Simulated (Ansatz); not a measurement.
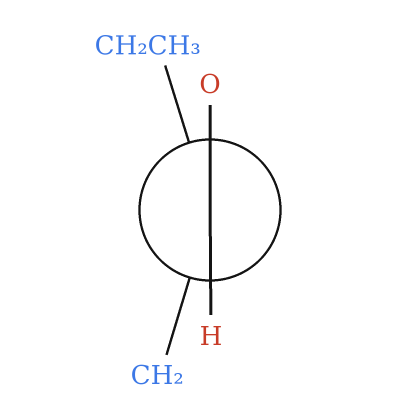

A Newman projection along the C–C bond, carbon in front; angles are drawn as computed, but eclipsed bonds slightly apart. Computed geometry: PBE-D4/def2-SVP optimisation. No frequency run is at hand to confirm it as a minimum.

Question: Which molecule is it?

Answer: C5H8O, C=C(C=O)CC

Question: What is the torsion angle from the front O to the back CH2CH3? The sign is positive where the front bond must turn clockwise to cover the back bond.

Answer: −1°, synperiplanar (eclipsed).
